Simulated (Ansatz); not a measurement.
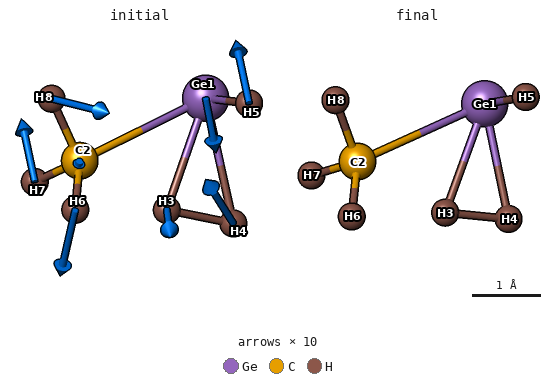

The structure of CH$_{6}$Ge before (left) and after (right) a constrained relaxation, at one scale. The blue arrows give the displacements, magnified 10 times.

A ball-and-stick model, seen at a tilt.

The reaction that was planned forms C2–H3 and breaks Ge1–C2, Ge1–H3 (atoms numbered from 1 in input order).

The calculation used RKS PBE0-D4/def2-SVP in Ansatz. Set-up: held fixed: the distance between atoms 2 (C) and 3 (H), the distance between atoms 1 (Ge) and 2 (C), the distance between atoms 1 (Ge) and 3 (H), counting from 1; force threshold 0.04 eV/Å; at most 150 steps.

**What changed between the two?**

H6 moves most after the best rigid fit: 0.13 Å. Largest moves by element: H 0.13 Å, Ge 0.10 Å, C 0.02 Å. Some distances before and after: Ge1–H4 1.901 → 1.745 Å, H3–H4 1.114 → 1.054 Å, Ge1–H5 1.625 → 1.594 Å, C2–H6 1.091 → 1.104 Å. Bond angles that change, for instance: Ge1–C2–H7 111.1° → 107.9°, H7–C2–H8 106.8° → 109.5°, H4–Ge1–H5 83.9° → 86.6°. Over 6 accepted moves (7 points after the start) the energy falls by 11.2 kJ/mol. Largest force component: 0.76 eV/Å at the start, 0.013 eV/Å at the end. The line search rejected the trial step at point 5 of the run.
